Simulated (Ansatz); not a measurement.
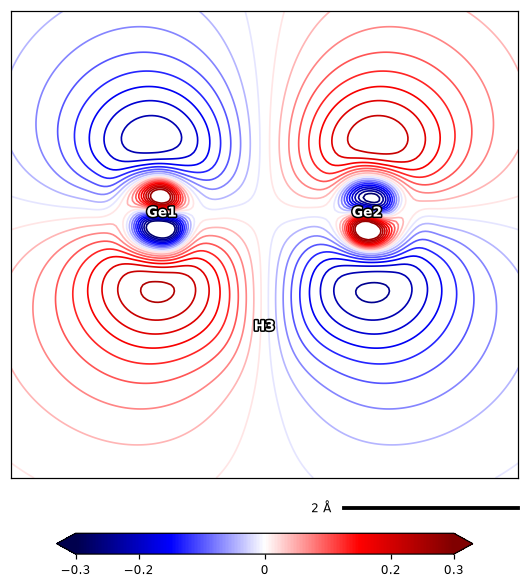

The picture shows: Ge₂H₂. The LUMO on the plane of atoms Ge1, Ge2 and H3 (values in Å⁻³ᐟ²; the overall sign is arbitrary).

Geometry: r2SCAN-D4/def2-TZVP.

The calculation used RKS PBE0-D4/def2-TZVP in Ansatz 0.2.0.

Describe this orbital and give its energy.

Answer. Its weight (Hirshfeld) is mainly on Ge1 (about 45 %) and Ge2 (about 45 %); π-antibonding (π*) across Ge1–Ge2. Its energy is −1.87 eV.
